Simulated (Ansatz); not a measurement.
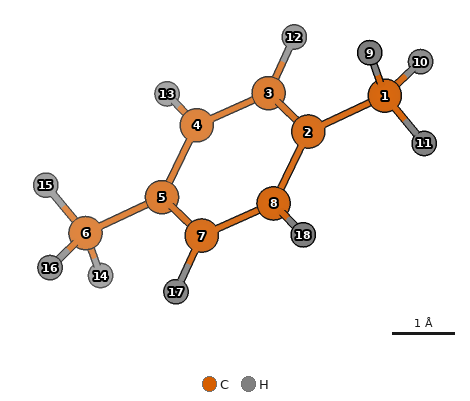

**Figure 1.** The structure as given in the input (ball-and-stick view, seen at a tilt; atoms are numbered from 1 in the order of the input). Bond lengths as drawn: C–C 1.39 to 1.50 Å and C–H 1.09 Å.

# C$_{8}$H$_{10}$: single-point calculation

The run: single-point calculation of C$_{8}$H$_{10}$, SMILES Cc1ccc(C)cc1. Method and program: RKS PBE0-D4/def2-TZVPP (Ansatz 0.2.0).

The geometry comes from this level: PBE0-D4/def2-TZVP.

The program's output:
```
Functional definition: PBE0
  name "PBE0"
  cite "Adamo & Barone, J. Chem. Phys. 110, 6158 (1999) doi:10.1063/1.478522"
  cite "Perdew, Burke & Ernzerhof, Phys. Rev. Lett. 77, 3865 (1996) doi:10.1103/PhysRevLett.77.3865"
  parent pbe
  parameter a = 0.25
  parameter kappa = 0.804
  parameter beta = 0.06672455060314922
  exchange = (1 - a)*pbe_x(kappa = kappa, mu = beta*pi^2/3) + a*exact_x
  correlation = pbe_c(beta = beta)
2030 factors; their error is unknown
mean field evaluation 1: about -8438.7181 eV, gradient 7.4e1 eV
mean field evaluation 2: about -8435.8773 eV, gradient 8.0e1 eV
mean field evaluation 4: about -8452.1688 eV, gradient 4.2e0 eV
mean field evaluation 8: about -8452.1997 eV, gradient 5.5e-2 eV
mean field evaluation 16: about -8452.1908 eV, gradient 3.3e-5 eV
mean field -8452.19081955 eV, -310.6122835176 hartree, gradient 3.3e-5 eV, S^2 0.000000; 0 other end points of the search recorded, 0 dependent functions left out
reference -8452.19085900 eV, -310.6122849674 hartree; 29, 29 occupied and 359, 359 virtual orbitals, 2030 factors
Total energy: -8452.58765765 eV, -310.6268670489 hartree
```

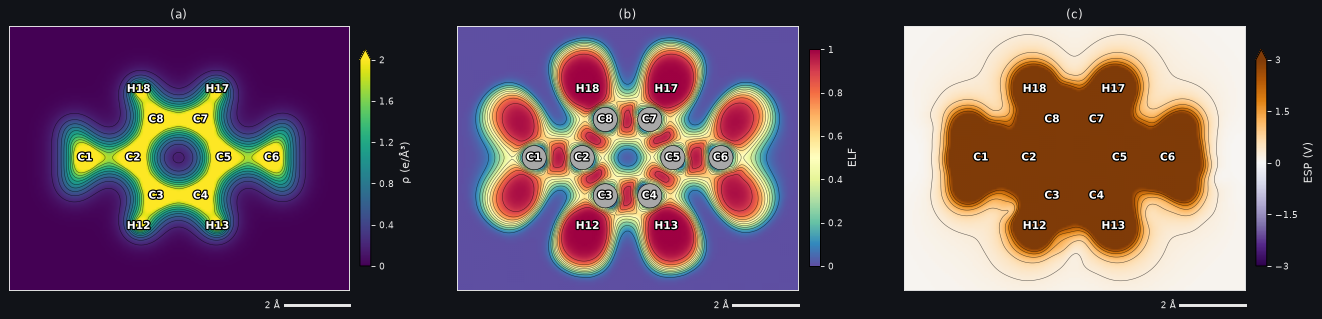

**Figure 2.** (a) total electron density; (b) electron localisation function; (c) molecular electrostatic potential on the plane of atoms C3, C4 and H13. Grey discs, where drawn, cover atomic cores. C–H (1.09 Å): ρ is about 2 e/Å³ halfway; the ELF climbs to about 1 towards the hydrogen, as it does in any bond to H (a covalent bond by its length). C–C (1.50 Å): ρ is about 1.8 e/Å³ halfway; the ELF peaks at about 0.95 between the atoms, as expected for localised, shared-pair bonding. The potential has no marked negative region in this plane.

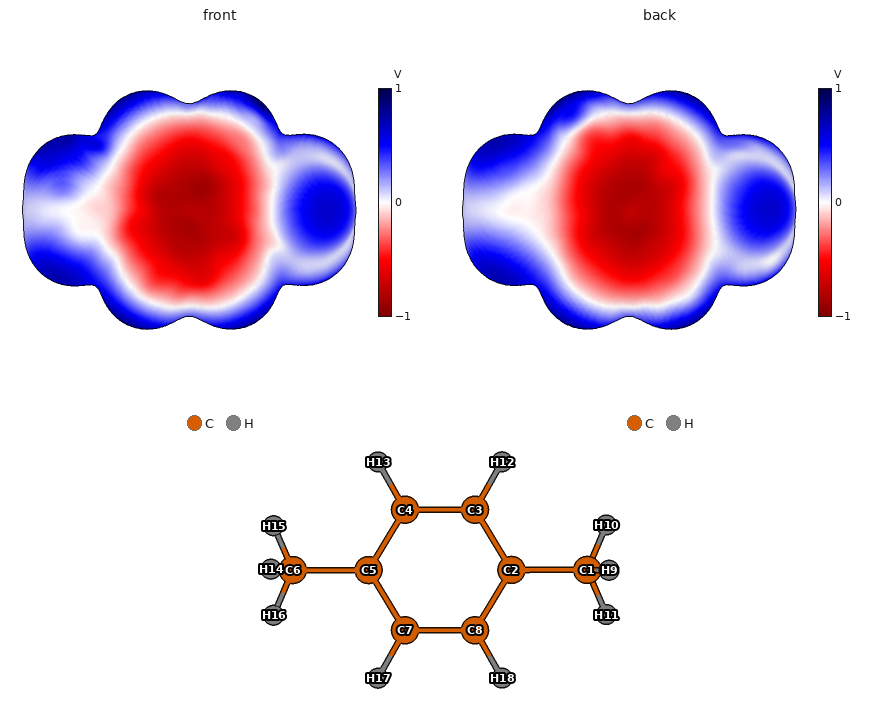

**Figure 3.** The electrostatic potential painted on the density surface at 0.002 e/bohr³, seen face on and from behind; red is negative and blue positive. The bare structure is drawn below in the same view.

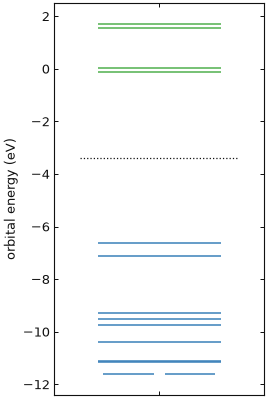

**Figure 4.** Orbital energies near the frontier; the dotted line parts filled from empty levels, and levels within 0.02 eV of each other stand side by side. Highest filled −6.64 eV, lowest empty −0.11 eV, 6.53 eV apart.

This output came from the following input.

The input:
```yaml
crystal:
  periodic: [false, false, false]
  atoms:
    - {symbol: C, position_ang: [1.643478, -2.306595, -0.671220]}
    - {symbol: C, position_ang: [0.790102, -1.120485, -0.340011]}
    - {symbol: C, position_ang: [1.205156, 0.171961, -0.643703]}
    - {symbol: C, position_ang: [0.431140, 1.270997, -0.308276]}
    - {symbol: C, position_ang: [-0.790260, 1.120342, 0.340112]}
    - {symbol: C, position_ang: [-1.643446, 2.306626, 0.671188]}
    - {symbol: C, position_ang: [-1.205282, -0.172013, 0.643784]}
    - {symbol: C, position_ang: [-0.431209, -1.271126, 0.308337]}
    - {symbol: H, position_ang: [2.328920, -2.539438, 0.149942]}
    - {symbol: H, position_ang: [2.250571, -2.124254, -1.560061]}
    - {symbol: H, position_ang: [1.036318, -3.196010, -0.850458]}
    - {symbol: H, position_ang: [2.153247, 0.321398, -1.151043]}
    - {symbol: H, position_ang: [0.782647, 2.267577, -0.557040]}
    - {symbol: H, position_ang: [-2.321016, 2.546383, -0.154505]}
    - {symbol: H, position_ang: [-1.035606, 3.193382, 0.861155]}
    - {symbol: H, position_ang: [-2.258671, 2.120406, 1.553575]}
    - {symbol: H, position_ang: [-2.153360, -0.321452, 1.151135]}
    - {symbol: H, position_ang: [-0.782729, -2.267700, 0.557079]}
basis:
  gaussian: {orbitals: def2-TZVPP}
hamiltonian: {xc: pbe0, dispersion: d4}
output: {orbitals: {seedname: orbitals}}
```

Launched with:
```bash
ansatz run in.yaml --threads 2 --pin off --events-out ev --progress --plain --max-ram 32768MiB --backend cuda --devices 0, --max-vram 18GiB
```

Key numbers:

| quantity | value |
| --- | --- |
| outcome | converged |
| total energy | −8452.5877 eV |
| mean-field energy | −8452.1909 eV |
| dispersion energy | −0.3968 eV |
| SCF solution under orbital rotations | stable |
| HOMO | −6.64 eV |
| LUMO | −0.11 eV |
| hardware | 2 CPU threads, shared host |
| wall time | 10 s (CPU time 4 s; the host was busy) |
| peak memory | 0.89 GiB |
